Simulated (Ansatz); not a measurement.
# GeH4Cl2: nudged elastic band

The run: nudged elastic band of GeH4Cl2. Method and program: RHF/def2-SVP (Ansatz 0.2.0).

It belongs to a series of runs on one base structure; here: band between the two ends. Figures and captions count atoms from 1; the log counts them from 0 in places.

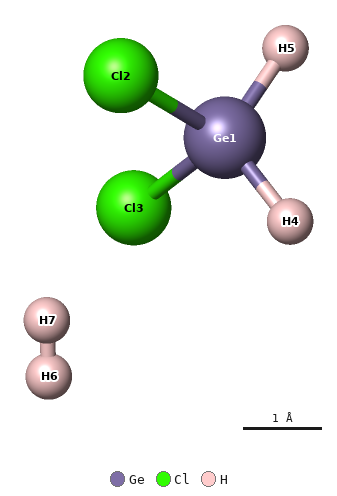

*The structure as given in the input (ball-and-stick view, seen at a tilt; atoms are numbered from 1 in the order of the input). Sticks mark near contacts.*

Bond lengths as drawn: Cl–Ge 2.15 to 2.16 Å, Ge–H 1.52 Å and H–H 0.75 Å.

### Input file
```yaml
crystal:
  periodic: [false, false, false]
  atoms:
    - { symbol: Ge, position_ang: [-0.26321, -0.540987, -0.161765] }
    - { symbol: Cl, position_ang: [-0.186319, -0.534712, 1.991893] }
    - { symbol: Cl, position_ang: [1.751294, -0.646536, -0.912392] }
    - { symbol: H, position_ang: [-0.877502, 0.769955, -0.618347] }
    - { symbol: H, position_ang: [-1.002798, -1.791137, -0.603936] }
    - { symbol: H, position_ang: [1.666166, 2.988786, 1.407242] }
    - { symbol: H, position_ang: [1.343467, 2.465532, 1.832207] }
basis:
  gaussian: { orbitals: def2-SVP }
hamiltonian:
  xc: hf
neb:
  order_check: false
  images: 7
  f_tol: 0.05
  max_iterations: 60
  final_atoms:
    - { symbol: Ge, position_ang: [0.39145356, 0.10372531, -0.58120154] }
    - { symbol: Cl, position_ang: [-0.58566658, 1.14078815, 3.09611929] }
    - { symbol: Cl, position_ang: [1.49001277, -0.58883978, -2.32740958] }
    - { symbol: H, position_ang: [-0.96798984, 0.595705, -1.06602235] }
    - { symbol: H, position_ang: [0.25888722, -1.08468787, 0.36296705] }
    - { symbol: H, position_ang: [1.21068243, 1.23331081, 0.0325133] }
    - { symbol: H, position_ang: [0.63371844, 1.31089938, 3.41793583] }
  initial_path:
    images:
      - { positions_ang: [[-0.26321, -0.540987, -0.161765], [-0.186319, -0.534712, 1.991893], [1.751294, -0.646536, -0.912392], [-0.877502, 0.769955, -0.618347], [-1.002798, -1.791137, -0.603936], [1.666166, 2.988786, 1.407242], [1.343467, 2.465532, 1.832207]] }
      - { positions_ang: [[-0.19864826, -0.41062314, -0.11550303], [-0.13047857, -0.37754439, 2.1415278], [1.83250802, -0.49584022, -0.87174903], [-0.84545224, 0.88203904, -0.59776855], [-0.93641995, -1.67055792, -0.55907946], [1.49154429, 2.60956257, 1.18677694], [1.21804472, 2.17386506, 1.75069733]] }
      - { positions_ang: [[-0.13408652, -0.28025928, -0.06924105], [-0.07463814, -0.22037679, 2.2911626], [1.91372204, -0.34514443, -0.83110606], [-0.81340249, 0.99412308, -0.5771901], [-0.87004191, -1.54997885, -0.51422293], [1.31692257, 2.23033914, 0.96631188], [1.09262245, 1.88219813, 1.66918766]] }
      - { positions_ang: [[-0.06952478, -0.14989542, -0.02297908], [-0.01879772, -0.06320918, 2.44079739], [1.99493606, -0.19444865, -0.79046309], [-0.78135273, 1.10620711, -0.55661165], [-0.80366386, -1.42939977, -0.46936639], [1.14230086, 1.85111572, 0.74584682], [0.96720017, 1.59053119, 1.58767799]] }
      - { positions_ang: [[-0.00496304, -0.01953156, 0.02328289], [0.03704271, 0.09395842, 2.59043219], [2.07615008, -0.04375287, -0.74982012], [-0.74930297, 1.21829115, -0.5360332], [-0.73728581, -1.3088207, -0.42450986], [0.96767914, 1.47189229, 0.52538177], [0.8417779, 1.29886426, 1.50616832]] }
      - { positions_ang: [[0.09414111, 0.01128266, -0.12783822], [-0.11863461, 0.35566585, 2.71685397], [1.92961575, -0.1800246, -1.14421748], [-0.80397469, 1.06264461, -0.66853049], [-0.48824256, -1.25278749, -0.22764063], [1.02842996, 1.41224692, 0.40216465], [0.78976303, 1.30187304, 1.9841102]] }
      - { positions_ang: [[0.19324526, 0.04209688, -0.27895933], [-0.27431194, 0.61737329, 2.84327574], [1.78308143, -0.31629632, -1.53861485], [-0.85864641, 0.90699808, -0.80102777], [-0.2391993, -1.19675428, -0.0307714], [1.08918079, 1.35260155, 0.27894753], [0.73774817, 1.30488182, 2.46205208]] }
      - { positions_ang: [[0.29234941, 0.0729111, -0.43008044], [-0.42998926, 0.87908072, 2.96969752], [1.6365471, -0.45256805, -1.93301221], [-0.91331812, 0.75135154, -0.93352506], [0.00984396, -1.14072107, 0.16609782], [1.14993161, 1.29295618, 0.15573042], [0.6857333, 1.3078906, 2.93999395]] }
      - { positions_ang: [[0.39145356, 0.10372531, -0.58120154], [-0.58566658, 1.14078815, 3.09611929], [1.49001277, -0.58883978, -2.32740958], [-0.96798984, 0.595705, -1.06602235], [0.25888722, -1.08468787, 0.36296705], [1.21068243, 1.23331081, 0.0325133], [0.63371844, 1.31089938, 3.41793583]] }
```

Hardware: 1 thread of Arm Neoverse V1, 24 GiB of memory available, shared host.

Launched with:
```bash
ansatz run input.yaml --threads 1 --pin off --max-ram 2048MiB --backend cpu --events-out ev --progress --plain --runs-dir out
```

### What the program printed
```
Engine: ansatz 0.2.0, aarch64-unknown-linux-gnu
Functional definition: HF
  exchange = exact_x
  correlation = 0
897 factors; integrals over basis functions are off by at most 3.5e-4 eV
mean field evaluation 1: about -81529.3066 eV, gradient 1.9e1 eV
mean field evaluation 2: about -81529.3292 eV, gradient 1.9e1 eV
mean field evaluation 4: about -81530.5080 eV, gradient 1.9e0 eV
mean field evaluation 8: about -81530.5197 eV, gradient 6.6e-5 eV
mean field -81530.51972914 eV, -2996.1913366746 hartree, gradient 1.8e-5 eV, S^2 0.000000; 0 other end points of the search recorded, 0 dependent functions left out
the calculation of the forces begins
reference -81530.51972914 eV, -2996.1913366746 hartree; 35, 35 occupied and 53, 53 virtual orbitals, 897 factors
900 factors; integrals over basis functions are off by at most 9.3e-4 eV
mean field evaluation 16: about -81530.1724 eV, gradient 5.9e-1 eV
mean field -81530.17270764 eV, -2996.1785838700 hartree, gradient 6.6e-6 eV, S^2 0.000000; 0 other end points of the search recorded, 0 dependent functions left out
[... from here on the field's lines of each further geometry are left out, up to the last ...]
NEB iter   1: max|band force component| = 6.974e0 eV/Å  barrier→ = 3.9819 eV  barrier← = 3.6349 eV  Δτ_max = 0.2000 Å  (285 SCF iters)
NEB iter   2: max|band force component| = 3.305e0 eV/Å  barrier→ = 2.5648 eV  barrier← = 2.2178 eV  Δτ_max = 0.2000 Å  (218 SCF iters)
NEB iter   3: max|band force component| = 1.956e0 eV/Å  barrier→ = 2.8793 eV  barrier← = 2.5323 eV  Δτ_max = 0.2000 Å  (223 SCF iters)
NEB iter   4: max|band force component| = 1.270e0 eV/Å  barrier→ = 2.9847 eV  barrier← = 2.6377 eV  Δτ_max = 0.1886 Å  (218 SCF iters)
NEB iter   5: max|band force component| = 1.124e0 eV/Å  barrier→ = 2.9457 eV  barrier← = 2.5987 eV  Δτ_max = 0.0935 Å  (222 SCF iters)
NEB iter   6: max|band force component| = 2.909e-1 eV/Å  barrier→ = 2.8901 eV  barrier← = 2.5431 eV  CI = image 4  Δτ_max = 0.1809 Å  (224 SCF iters)
NEB iter   7: max|band force component| = 4.649e-1 eV/Å  barrier→ = 2.8331 eV  barrier← = 2.4861 eV  CI = image 4  Δτ_max = 0.0917 Å  (216 SCF iters)
NEB iter   8: max|band force component| = 5.299e-1 eV/Å  barrier→ = 2.7959 eV  barrier← = 2.4489 eV  CI = image 4  Δτ_max = 0.0457 Å  (226 SCF iters)
NEB iter   9: max|band force component| = 3.685e-1 eV/Å  barrier→ = 2.7774 eV  barrier← = 2.4304 eV  CI = image 4  Δτ_max = 0.0459 Å  (226 SCF iters)
NEB iter  10: max|band force component| = 3.693e-1 eV/Å  barrier→ = 2.7588 eV  barrier← = 2.4117 eV  CI = image 4  Δτ_max = 0.0915 Å  (226 SCF iters)
NEB iter  11: max|band force component| = 3.415e-1 eV/Å  barrier→ = 2.7232 eV  barrier← = 2.3762 eV  CI = image 4  Δτ_max = 0.1826 Å  (222 SCF iters)
NEB iter  12: max|band force component| = 2.429e-1 eV/Å  barrier→ = 2.6644 eV  barrier← = 2.3174 eV  CI = image 4  Δτ_max = 0.1825 Å  (216 SCF iters)
NEB iter  13: max|band force component| = 4.122e-1 eV/Å  barrier→ = 2.6409 eV  barrier← = 2.2939 eV  CI = image 4  Δτ_max = 0.0928 Å  (211 SCF iters)
NEB iter  14: max|band force component| = 3.888e-1 eV/Å  barrier→ = 2.6398 eV  barrier← = 2.2928 eV  CI = image 4  Δτ_max = 0.0916 Å  (219 SCF iters)
NEB iter  15: max|band force component| = 2.563e-1 eV/Å  barrier→ = 2.6391 eV  barrier← = 2.2920 eV  CI = image 4  Δτ_max = 0.0916 Å  (222 SCF iters)
NEB iter  16: max|band force component| = 1.175e-1 eV/Å  barrier→ = 2.6385 eV  barrier← = 2.2915 eV  CI = image 4  Δτ_max = 0.1800 Å  (210 SCF iters)
NEB iter  17: max|band force component| = 1.237e-1 eV/Å  barrier→ = 2.6382 eV  barrier← = 2.2912 eV  CI = image 4  Δτ_max = 0.0523 Å  (197 SCF iters)
NEB iter  18: max|band force component| = 1.106e-1 eV/Å  barrier→ = 2.6382 eV  barrier← = 2.2912 eV  CI = image 4  Δτ_max = 0.0610 Å  (193 SCF iters)
NEB iter  19: max|band force component| = 1.240e-1 eV/Å  barrier→ = 2.6382 eV  barrier← = 2.2912 eV  CI = image 4  Δτ_max = 0.0306 Å  (196 SCF iters)
NEB iter  20: max|band force component| = 1.160e-1 eV/Å  barrier→ = 2.6382 eV  barrier← = 2.2912 eV  CI = image 4  Δτ_max = 0.0306 Å  (189 SCF iters)
NEB iter  21: max|band force component| = 1.183e-1 eV/Å  barrier→ = 2.6382 eV  barrier← = 2.2912 eV  CI = image 4  Δτ_max = 0.0153 Å  (183 SCF iters)
NEB iter  22: max|band force component| = 7.725e-2 eV/Å  barrier→ = 2.6382 eV  barrier← = 2.2912 eV  CI = image 4  Δτ_max = 0.0153 Å  (171 SCF iters)
the calculation of the forces begins
reference -81530.18243690 eV, -2996.1789414136 hartree; 35, 35 occupied and 53, 53 virtual orbitals, 900 factors
897 factors; integrals over basis functions are off by at most 9.7e-4 eV
mean field -81527.88153958 eV, -2996.0943849968 hartree, gradient 2.7e-5 eV, S^2 0.000000; 1 other end points of the search recorded, 0 dependent functions left out
the calculation of the forces begins
reference -81527.88153958 eV, -2996.0943849968 hartree; 35, 35 occupied and 53, 53 virtual orbitals, 897 factors
NEB iter  23: max|band force component| = 4.518e-2 eV/Å  barrier→ = 2.6382 eV  barrier← = 2.2912 eV  CI = image 4  Δτ_max = 0.0000 Å  (395 SCF iters)
```

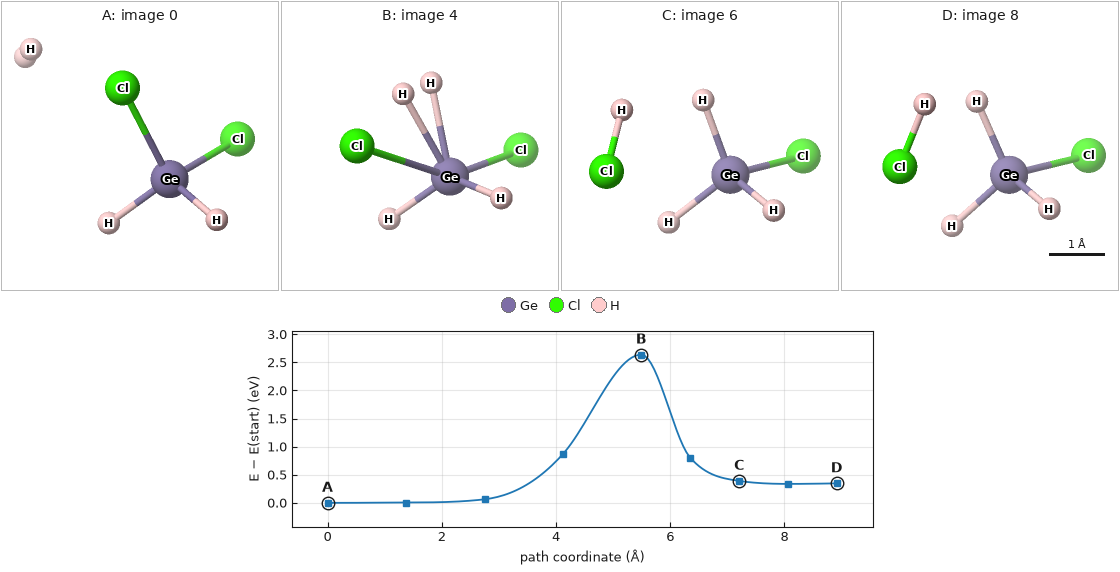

*Images of the last band (counted from 0; ball-and-stick, seen at a tilt) above the energy along the path; the line is a cubic interpolation that uses the forces.*

The highest image is number 4, 2.638 eV above the start and 2.291 eV above the end (the climbing image); the end lies 0.347 eV above the start. The path is 8.92 Å long. The band converged in 23 iterations.

```
Total energy: -81527.88153958 eV, -2996.0943849968 hartree
Atom 0 at     0.170480     0.169107    -0.059432 Å, force    -0.000240     0.000558    -0.001462 eV/Å
Atom 1 at    -0.796948     0.618057     2.364467 Å, force     0.000350     0.000216     0.000028 eV/Å
Atom 2 at     1.720836     0.209423    -1.609970 Å, force    -0.000281     0.000064     0.000279 eV/Å
Atom 3 at    -0.849154     1.161302    -0.543333 Å, force     0.000254    -0.000447     0.000188 eV/Å
Atom 4 at     0.013874    -1.291819     0.255650 Å, force    -0.000106    -0.000484     0.000173 eV/Å
Atom 5 at     1.397424     0.932686     0.958705 Å, force     0.000590     0.000149     0.000218 eV/Å
Atom 6 at     0.774586     0.912145     1.568815 Å, force    -0.000567    -0.000057     0.000577 eV/Å
Dipole moment:     0.163882    -0.083383    -0.433351 e Å
this run last wrote the band of iteration 23 to [file]
```

### The last band as extended XYZ (Å, eV, eV/Å)
```
7
Properties=species:S:1:pos:R:3:forces:R:3 image=0 energy=-81530.51973
Ge   -0.2632   -0.5410   -0.1618    0.0012  -0.0017  -0.0002
Cl   -0.1863   -0.5347    1.9919   -0.0002   0.0018  -0.0003
Cl    1.7513   -0.6465   -0.9124   -0.0007  -0.0022  -0.0023
H    -0.8775    0.7700   -0.6183    0.0001  -0.0004  -0.0014
H    -1.0028   -1.7911   -0.6039   -0.0008  -0.0001   0.0010
H     1.6662    2.9888    1.4072   -0.0101  -0.0095   0.0157
H     1.3435    2.4655    1.8322    0.0105   0.0120  -0.0125
7
Properties=species:S:1:pos:R:3:forces:R:3 image=1 energy=-81530.51393
Ge   -0.4273   -0.5493   -0.2173   -0.0056  -0.0023   0.0048
Cl   -0.5060   -0.2714    1.9167   -0.0006  -0.0035  -0.0029
Cl    1.5511   -0.0454   -0.9031    0.0062  -0.0005  -0.0007
H    -1.4124    0.4108   -0.8595   -0.0002   0.0012  -0.0003
H    -0.6699   -2.0186   -0.5126   -0.0018  -0.0009  -0.0021
H     2.1776    2.5486    1.4644   -0.0029   0.0009  -0.0023
H     1.7181    2.6362    2.0463    0.0048   0.0051   0.0035
7
Properties=species:S:1:pos:R:3:forces:R:3 image=2 energy=-81530.45656
Ge   -0.4354   -0.3114   -0.2006   -0.0266  -0.0224  -0.0233
Cl   -0.7132    0.3347    1.8372    0.0043  -0.0064  -0.0230
Cl    1.4079    0.4456   -1.0226   -0.0222  -0.0030   0.0253
H    -1.5678    0.2814   -1.0163   -0.0373  -0.0410  -0.0313
H    -0.3313   -1.8239   -0.1808   -0.0416  -0.0321  -0.0341
H     2.2711    1.9120    1.4712    0.0619   0.0529   0.0428
H     1.7999    1.8724    2.0467    0.0615   0.0520   0.0436
7
Properties=species:S:1:pos:R:3:forces:R:3 image=3 energy=-81529.64998
Ge   -0.2095   -0.0409   -0.0467   -0.3802  -0.1110   0.0309
Cl   -0.7783    0.4550    2.0288    0.0051  -0.1089  -0.3141
Cl    1.5978    0.3891   -1.1998   -0.0632   0.1003   0.3521
H    -1.2337    0.7721   -0.7981   -0.2376  -0.2270  -0.2043
H    -0.1432   -1.5422    0.0512   -0.2601  -0.2105  -0.2194
H     1.8431    1.3517    1.1723    0.4189   0.2656   0.2044
H     1.3549    1.3261    1.7273    0.5171   0.2915   0.1505
7
Properties=species:S:1:pos:R:3:forces:R:3 image=4 energy=-81527.88154
Ge    0.1705    0.1691   -0.0594   -0.0002   0.0006  -0.0015
Cl   -0.7969    0.6181    2.3645    0.0003   0.0002   0.0000
Cl    1.7208    0.2094   -1.6100   -0.0003   0.0001   0.0003
H    -0.8492    1.1613   -0.5433    0.0003  -0.0004   0.0002
H     0.0139   -1.2918    0.2556   -0.0001  -0.0005   0.0002
H     1.3974    0.9327    0.9587    0.0006   0.0001   0.0002
H     0.7746    0.9121    1.5688   -0.0006  -0.0001   0.0006
7
Properties=species:S:1:pos:R:3:forces:R:3 image=5 energy=-81529.71660
Ge    0.3899    0.1641   -0.2220    0.3493   0.0355  -0.2582
Cl   -0.6671    0.8411    2.6357    0.0976   0.1647   0.3463
Cl    1.6544   -0.0209   -1.9609    0.0163  -0.1629  -0.4539
H    -0.8071    1.0472   -0.5614    0.1090  -0.1012  -0.0326
H     0.0249   -1.2275    0.2854    0.0343   0.0985  -0.1064
H     1.3770    0.8770    0.7225   -0.0633  -0.1161  -0.2485
H     0.4592    1.0299    2.0355   -0.5432   0.0816   0.7532
7
Properties=species:S:1:pos:R:3:forces:R:3 image=6 energy=-81530.12910
Ge    0.4477    0.1052   -0.3772    0.0170  -0.0110  -0.0344
Cl   -0.7060    0.9357    2.9084   -0.0318   0.0047   0.0461
Cl    1.4705   -0.2122   -2.2683   -0.0139  -0.0232  -0.0416
H    -0.8200    0.8998   -0.6637    0.0111  -0.0069  -0.0262
H     0.1539   -1.2627    0.2258    0.0113  -0.0012  -0.0285
H     1.4216    0.9007    0.4901    0.0114  -0.0067  -0.0286
H     0.4634    1.3444    2.6197   -0.0052   0.0442   0.1133
7
Properties=species:S:1:pos:R:3:forces:R:3 image=7 energy=-81530.18244
Ge    0.4809    0.0561   -0.5131   -0.0069  -0.0095  -0.0015
Cl   -0.6879    0.9939    2.9791    0.0080   0.0041   0.0025
Cl    1.2961   -0.3881   -2.4831   -0.0025  -0.0014   0.0007
H    -0.8364    0.7910   -0.7313    0.0036  -0.0006   0.0007
H     0.2841   -1.2776    0.1986    0.0023   0.0081  -0.0039
H     1.5089    0.9315    0.1965    0.0059   0.0034   0.0007
H     0.3855    1.6041    3.2882   -0.0104  -0.0041   0.0008
7
Properties=species:S:1:pos:R:3:forces:R:3 image=8 energy=-81530.17271
Ge    0.3915    0.1037   -0.5812   -0.0088   0.0031   0.0158
Cl   -0.5857    1.1408    3.0961   -0.0032   0.0034  -0.0048
Cl    1.4900   -0.5888   -2.3274   -0.0060  -0.0026  -0.0132
H    -0.9680    0.5957   -1.0660   -0.0054   0.0037   0.0016
H     0.2589   -1.0847    0.3630    0.0137  -0.0098   0.0001
H     1.2107    1.2333    0.0325    0.0186   0.0027   0.0035
H     0.6337    1.3109    3.4179   -0.0089  -0.0006  -0.0030
```

### Results in brief

```tsv
quantity	value
outcome	converged
barrier, forward	2.638 eV
barrier, backward	2.291 eV
wall time	4.9 min
peak memory	0.19 GiB
```

### Remarks

The order of the saddle point was not checked.
